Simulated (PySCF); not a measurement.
C$_{4}$H$_{9}$OSi: EPR calculation

C$_{4}$H$_{9}$OSi, multiplicity 2, computed with UKS B3LYP, pcH-1 on C H O Si, non-relativistic, mean-field spin-orbit, GIAO (PySCF 2.14.0).

It belongs to a series of runs on one base structure; here: H removed from sp3 C.

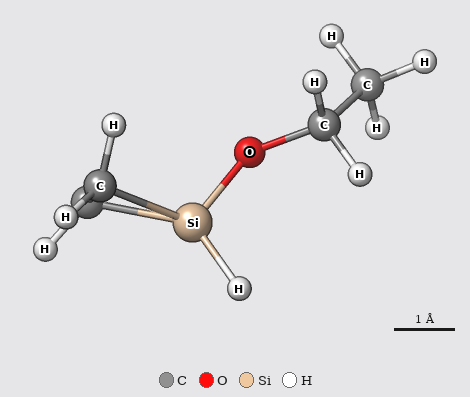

*The structure as given in the input (ball-and-stick view, seen at a tilt).*

Bond lengths as drawn: C–C 1.47 to 1.52 Å, C–H 1.08 to 1.10 Å, C–O 1.40 Å, C–Si 1.82 to 2.01 Å, H–Si 1.46 Å and O–Si 1.61 Å.

**Input file**
```
{"job": {"kind": "epr", "basis": "pcH-1"}, "charge": 0, "multiplicity": 2}
C     -2.704663    -0.069422    -0.013948
C     -1.401132     0.336069    -0.684306
O     -0.327951    -0.293080    -0.041847
Si     1.152677    -0.676442    -0.554214
C      2.376214    -0.670677     0.792744
C      2.612238     0.566513     0.043375
H     -2.846804    -1.143985    -0.097605
H     -3.539899     0.439514    -0.487945
H     -2.674686     0.193572     1.040090
H     -1.262211     1.422670    -0.616168
H     -1.422863     0.063319    -1.746731
H      1.144035    -1.025707    -1.971396
H      3.198723    -1.376490     0.826379
H      2.112389     1.464820     0.382769
H      3.579520     0.777315    -0.398765
```

The first line tells a small driver script what to run in PySCF; the rest is the geometry in Å.

Machine: 1 CPU thread, shared host.

Command:
```bash
OMP_NUM_THREADS=1 python <driver script> task.json out
```

**What the program printed**
```
UKS, coarse grid
  cycle   1  E = -522.35805663  |g| = 5.96e-01
  cycle   2  E = -522.05907952  |g| = 1.04e+00
  cycle   3  E = -522.49936218  |g| = 9.81e-02
  cycle   4  E = -522.50221182  |g| = 5.74e-02
  cycle   5  E = -522.50380243  |g| = 1.47e-02
  cycle   6  E = -522.50395295  |g| = 6.27e-03
  cycle   7  E = -522.50399774  |g| = 3.26e-03
  cycle   8  E = -522.50401146  |g| = 1.75e-03
  cycle   9  E = -522.50401366  |g| = 5.44e-04
UKS, final grid
  cycle   1  E = -522.50396887  |g| = 7.26e-04
  cycle   2  E = -522.50396840  |g| = 1.28e-03
  cycle   3  E = -522.50396918  |g| = 9.03e-05
  cycle   4  E = -522.50396919  |g| = 6.42e-05
  cycle   5  E = -522.50396920  |g| = 3.32e-05
  cycle   6  E = -522.50396920  |g| = 7.94e-06
E = -522.50396920 Eh   <S^2> = 0.7558 (exact 0.7500)
g shifts (ppm)      1          2          3
  rmc          -145       -145       -145
  gc             13         63         16
  oz_so         -41        929       3181
  total        -174        846       3052
hyperfine (MHz)  atom isotope    a_iso     a_fc   dipolar eigenvalues
    0   13C       0.15       0.15     -0.18     -0.18      0.36
    1   13C      -0.79      -0.79     -0.34     -0.20      0.54
    2   17O       0.25       0.28    -10.55      5.05      5.50
    3  29Si     -23.57     -23.85    -53.90     25.03     28.86
    4   13C     220.12     220.16    -54.51    -50.18    104.69
    5   13C     -19.56     -19.56    -13.57    -10.65     24.21
    6    1H      -0.08      -0.08     -0.64     -0.61      1.26
    7    1H       0.16       0.16     -0.41     -0.39      0.80
    8    1H       0.14       0.14     -0.67     -0.61      1.29
    9    1H       2.95       2.95     -1.26     -1.01      2.27
   10    1H       1.78       1.78     -1.18     -0.88      2.07
   11    1H     -18.80     -18.81     -5.58     -0.05      5.62
   12    1H     -34.50     -34.52    -24.55     -2.22     26.77
   13    1H     111.12     111.12     -7.97     -5.13     13.10
   14    1H      14.39      14.38     -7.64     -2.13      9.78
```

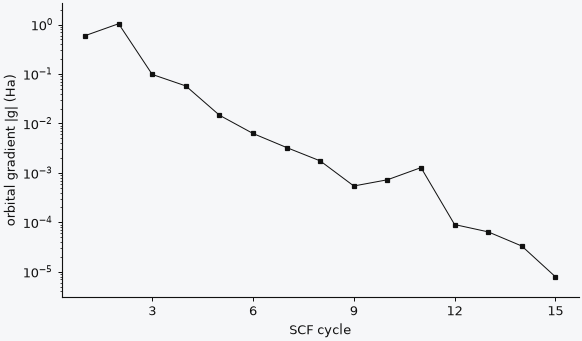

*Convergence of the self-consistent field: orbital gradient |g| against the SCF cycle.*

All cycles printed in the log are drawn one after another.

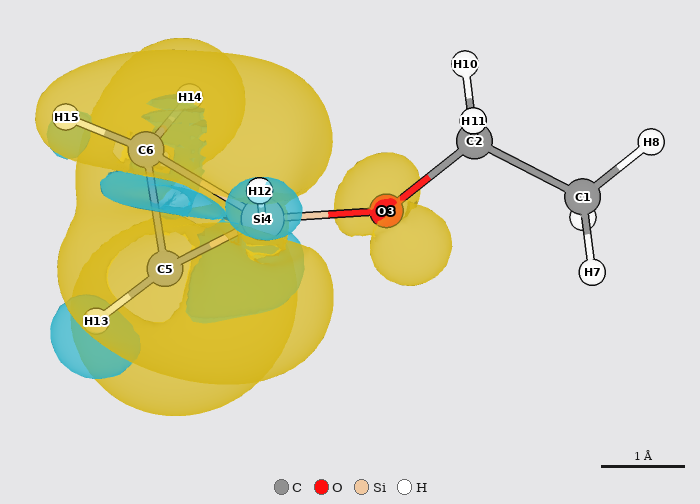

*Isosurfaces of the spin density at +0.005 (yellow) and −0.005 e/Å³ (cyan), seen at a tilt.*

The unpaired spin (1 electron) lies mostly on C5 (about 0.6), Si4 (about 0.2) and C6 (about 0.1), in electrons by Hirshfeld's partition.

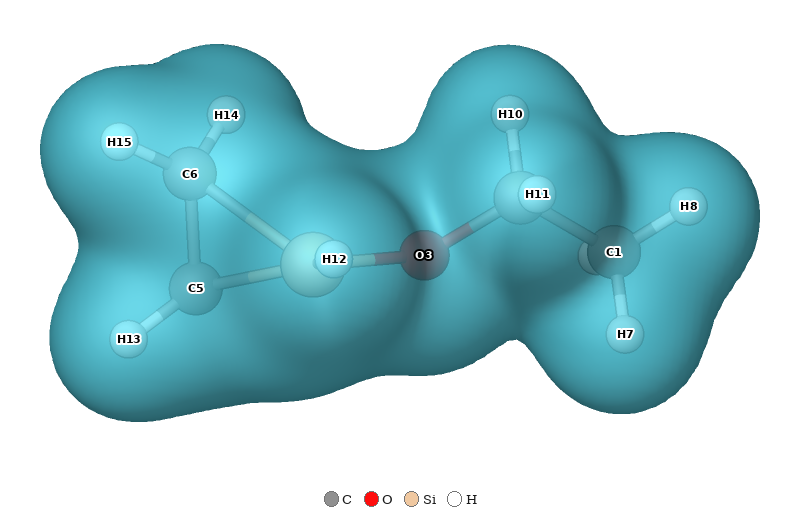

*Isosurface of the electron density at 0.05 e/Å³ (cyan), seen at a tilt.*

At this value the surface is in one piece. On the grid the lowest density along these lines, outside the cores, is 1.5 e/Å³ (C–O, 1.40 Å), 1.5 e/Å³ (C–C, 1.47 Å), 0.83 e/Å³ (Si–O, 1.61 Å) and 0.73 e/Å³ (C–Si, 1.82 Å).

**Summary**

| quantity | value |
| --- | --- |
| outcome | converged |
| total energy | −522.503969 hartree |
| ⟨S²⟩ | 0.756 |
| isotropic g | 2.0036 |
| wall time | 2.1 min |
| peak memory | 0.88 GiB |
